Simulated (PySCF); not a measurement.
Molecule: C3H8SSi, SMILES C=CC[SiH2]S. Atoms near the plane z = 0.0 Å, at the GFN2-xTB optimised geometry (x, y, z in Å): C1 (1.6, -1.2, 1.1), C2 (0.9, -1.0, 0.0), C3 (-0.6, -1.0, 0.0), Si4 (-1.3, 0.8, 0.0), H6 (2.7, -1.2, 1.0), H8 (1.4, -0.8, -0.9), H9 (-1.0, -1.5, 0.9), H10 (-1.0, -1.5, -0.9), H11 (-2.7, 0.8, 0.2).

Method: PBE0/def2-TZVP (PySCF). Cells within 0.4 Å of a nucleus heavier than hydrogen are left out (blank, or x). The values are rescaled to run from 0 to 1.

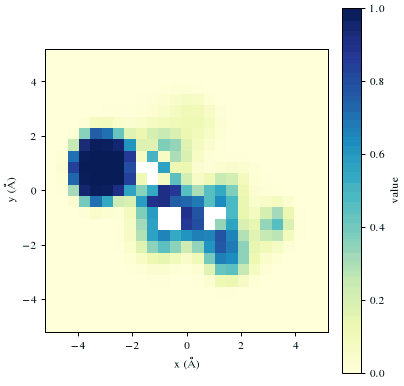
Figure: a field on the plane z = 0.0 Å.

Problem. Which quantity is mapped?
A) deformation density (molecule minus spherical neutral atoms)
B) log10 of the electron density
C) electrostatic potential
D) electron localisation function

Solution. D, electron localisation function
